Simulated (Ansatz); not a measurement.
ClF4HOW···H2

Input file:

```
crystal:
  periodic: [false, false, false]
  atoms:
    - { symbol: W, position_ang: [-2.0e-06, -0.146527, -0.084605] }
    - { symbol: F, position_ang: [0.058614, 0.08556, 1.752111] }
    - { symbol: Cl, position_ang: [2.274311, -0.080576, -0.365538] }
    - { symbol: F, position_ang: [-0.013082, 1.69544, -0.259459] }
    - { symbol: F, position_ang: [-1.85234, -0.046486, 0.0241] }
    - { symbol: O, position_ang: [0.020352, -1.954355, 0.184719] }
    - { symbol: H, position_ang: [0.09772, -2.796077, 0.64333] }
    - { symbol: F, position_ang: [-0.238396, -0.337779, -1.909565] }
    - { symbol: H, position_ang: [1.505912, 1.886235, 1.409105] }
    - { symbol: H, position_ang: [1.372911, 1.728064, 2.095301] }
basis:
  gaussian: { orbitals: def2-SVP }
hamiltonian:
  xc: pbe0
  dispersion: d4
relax:
  f_tol: 0.03
  max_steps: 50
output:
  orbitals: {}
```

Command:

```sh
ansatz run input.yaml --threads 4 --pin off --max-ram 5120MiB --backend cpu --events-out ev --progress --plain --runs-dir out
```

The fields are those of the run's last geometry, not of the input's.

Core potentials replace the inner electrons of W.

Computed with Ansatz 0.2.0, RKS PBE0-D4/def2-SVP.

Q: What will maps of the electron density and electron localisation function show?

A: W–O (1.82 Å): ρ at the midpoint is about 1.2 e/Å³; the ELF peaks at about 0.80 in the valence shell of O, 0.5 Å from its nucleus, and drops to about 0.20 between the two atoms.
W–F (1.85 Å): ρ at the midpoint is about 1.1 e/Å³; the ELF peaks at about 0.85 in the valence shell of F, 0.5 Å from its nucleus, and drops to about 0.20 between the two atoms.
O–H (0.96 Å): ρ is about 3.7 e/Å³ halfway; the ELF climbs to about 1 towards the hydrogen, as it does in any bond to H (an ordinary covalent bond to hydrogen).

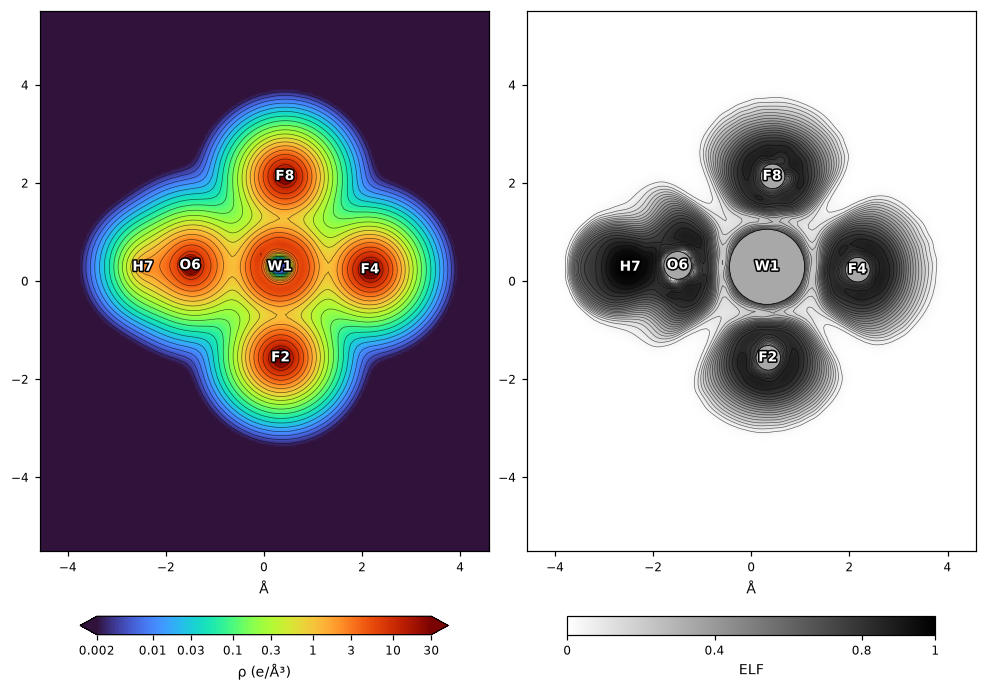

Computed electron density and electron localisation function on the plane of atoms F2, W1 and F4, in this order. Grey discs cover the atomic cores in the ELF map. 
